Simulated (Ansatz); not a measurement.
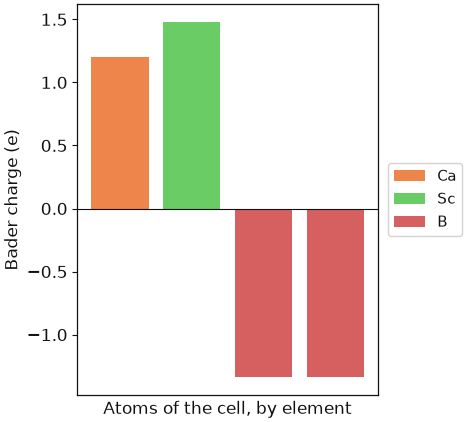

Bader charges of the atoms (positive: electrons lost).

The material is CaScB$_{2}$, space group P4mm, 4 atoms in the cell.

Level of theory: DFT PBE, scalar-relativistic, plane waves, PAW, no spin polarisation, 10×10×14 k mesh, 420 eV cutoff, Gaussian smearing of 0.1 eV; code Ansatz 0.2.0.

### Which way does charge flow, and how much?

The Bader charges are Sc +1.48 e, Ca +1.20 e and B −1.34 e. Summed over the cell, Sc gives up most (1.5 e) and B takes most (2.7 e).

The structure is an invented one, so it need not be a known or stable phase.
